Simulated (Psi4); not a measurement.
Approach curve of the dimer C2H3N ··· CS2 (SMILES CC#N and S=C=S), singlet. Monomers: optimised at B3LYP-D3(BJ) (def2-TZVP), held rigid. Orientation: a random orientation, not optimised. The monomers approach along the line of their centres of mass (distance R); nothing else relaxes.

Geometry at R = 5.24 Å (first 6 atoms: monomer A):
```
9

C     -0.4886     0.0012     0.0017
C      0.9658    -0.0024    -0.0034
N      2.1151    -0.0053    -0.0074
H     -0.8685    -0.6494    -0.7862
H     -0.8616    -0.3555     0.9619
H     -0.8622     1.0115    -0.1667
S     -2.6325    -1.6205     3.2257
C     -1.7208    -1.2292     4.4201
S     -0.8093    -0.8380     5.6147
```

Method: SAPT0/jun-cc-pVDZ, frozen core (Psi4 1.11).

Components in kJ/mol:

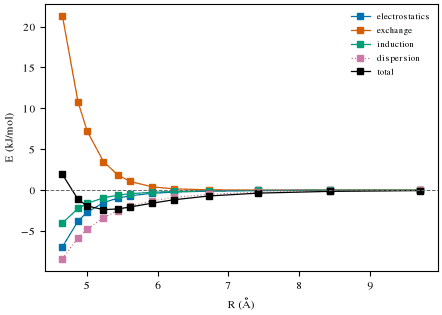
Fig. 1. Components of the interaction energy.

```csv
R / Å,electrostatics,exchange,induction,dispersion,total
4.66,-6.94,21.29,-4.03,-8.42,1.90
4.88,-3.80,10.79,-2.26,-5.88,-1.15
5.01,-2.71,7.19,-1.63,-4.80,-1.95
5.24,-1.55,3.49,-0.96,-3.39,-2.40
5.44,-1.00,1.85,-0.63,-2.54,-2.31
5.62,-0.70,1.04,-0.45,-1.97,-2.08
5.93,-0.40,0.39,-0.27,-1.31,-1.60
6.24,-0.25,0.14,-0.18,-0.90,-1.19
6.73,-0.13,0.03,-0.10,-0.52,-0.73
7.43,-0.06,0.00,-0.05,-0.26,-0.38
8.44,-0.03,0.00,-0.02,-0.11,-0.16
9.72,-0.01,0.00,-0.01,-0.05,-0.07
```
